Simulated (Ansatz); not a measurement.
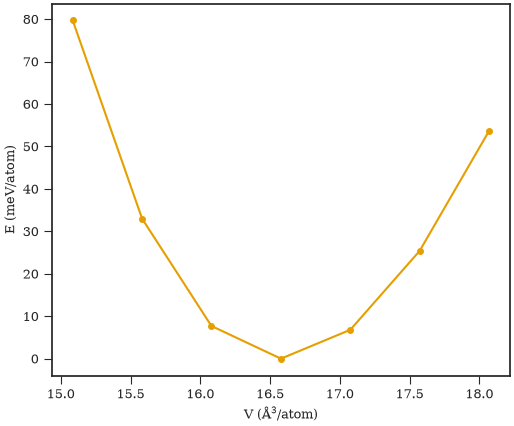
Fig. 1. AgPt (L1₀ or tetragonal B2, P4/mmm) under volume change, the program Ansatz at the PBE level (PAW), shape and atoms relaxed at each volume.

Q: What does a third-order Birch–Murnaghan fit give for V₀, B₀ and B′?

A: V₀ = 16.58 Å³/atom, B₀ = 155 GPa, B′ = 5.6.

The start of the workflow was typed in or built on a structure type; neither database checked (COD, Materials Project) lists it. Whether it is the stable phase at ambient conditions was not checked. The cell was relaxed with PBE under the symmetry of its start; its stability against distortions is not shown here. The run is not spin-polarised. Scalar-relativistic: spin–orbit coupling is off unless named, which matters more the heavier the elements.

Potentials: the earlier of the program's two PAW sets.
